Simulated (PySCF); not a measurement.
```xyz
12

Si   -2.1421    0.5210    0.1740
O    -0.6074    0.2813   -0.3344
C     0.2608   -0.7279   -0.2408
C     1.6279   -0.5052   -0.6088
S     2.6480    0.1531    0.9074
H    -2.3267    1.8688   -0.3344
H    -2.2126    0.4107    1.6324
H    -3.0279   -0.4809   -0.4217
H    -0.0241   -1.5970    0.3328
H     1.7558    0.2650   -1.3636
H     2.1684   -1.4141   -0.8506
H     1.8810    1.2246    1.0816
```

Geometry: GFN2-xTB.

The calculation used PySCF, UKS B3LYP, pcH-1 on C H O S Si, non-relativistic, mean-field spin-orbit, GIAO.

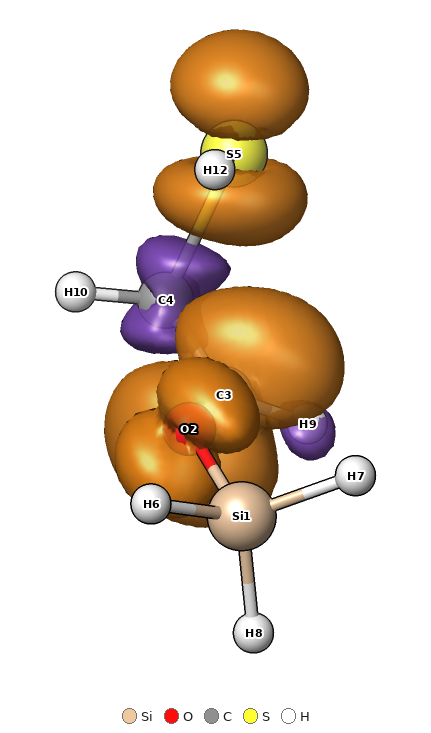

C$_{2}$H$_{7}$OSSi (doublet). Isosurfaces of the spin density at +0.015 (orange) and −0.015 e/Å³ (purple), seen at an oblique angle.

Question: Where is the unpaired spin?

Answer: The unpaired spin (1 electron) lies mostly on C3 (about 0.6), S5 (about 0.2) and O2 (about 0.1), in electrons by Hirshfeld's partition.
